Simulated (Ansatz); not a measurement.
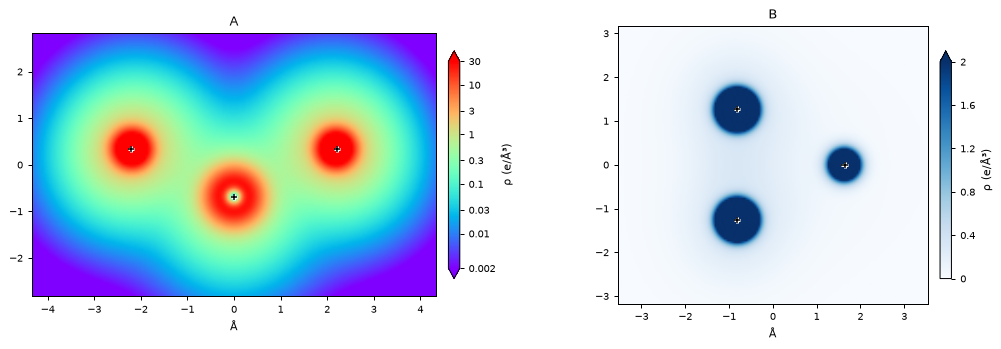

The electron density of 2 systems, each on a plane through atoms (crosses mark nuclei in the plane).

Theory: UKS PBE0-D4/def2-TZVPD (Ansatz 0.2.0).

System 1: Li···Al₂ (charge −1, triplet), the molecular plane. Geometry: PBE0-D4/def2-TZVPD.

```xyz
3

Li   -0.9311    0.4799   -1.2593
Al    0.6359    0.9701    0.9649
Al    0.2952   -1.4501    0.2944
```

System 2: Se₂Sn (charge −1, doublet), the molecular plane. Geometry: r2SCAN-D4/def2-TZVPD; core potentials replace the inner electrons of Sn.

```xyz
3

Sn   -0.0403    0.0049   -0.6882
Se    2.1753   -0.4460    0.2149
Se   -2.1350    0.4411    0.4733
```

> Match each panel to its system.

Panel A is system 2, Se₂Sn: the plane holds Sn and Se. Sn–Se (2.43 Å): the density is about 0.57 e/Å³ at the midpoint. Panel B is system 1, Li···Al₂: the plane holds Li and Al. Li1···Al2 (2.76 Å): the density falls to about 0.11 e/Å³ on the way.
